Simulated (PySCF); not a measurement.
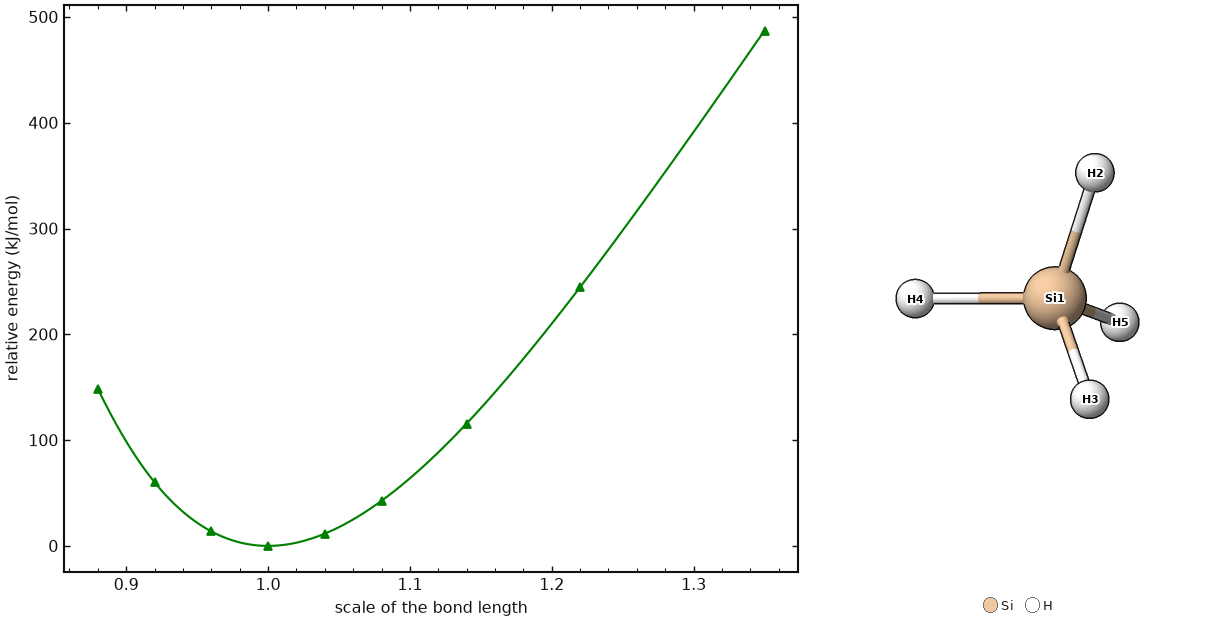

Rigid scan of SiH₄, singlet, from a minimum of the shape that electron-pair counting expects: all bonds to atom 1 scaled (atom 1 is the central atom). PBE0/def2-TZVP with PySCF, restricted determinant, no spin-orbit coupling; energies counted from the minimum. Splines pass through the computed points, which are marked.

What does it cost to go to either end of the scan?

Answer. 148.5 kJ/mol at 0.88 and 487.1 kJ/mol at 1.35.

Give the values at the computed points.

Answer. In kJ/mol:
```csv
scale of the bond length,PBE0
0.88,148.5
0.92,60.2
0.96,13.7
1.00,0.0
1.04,11.6
1.08,42.6
1.14,115.6
1.22,244.5
1.35,487.1
```
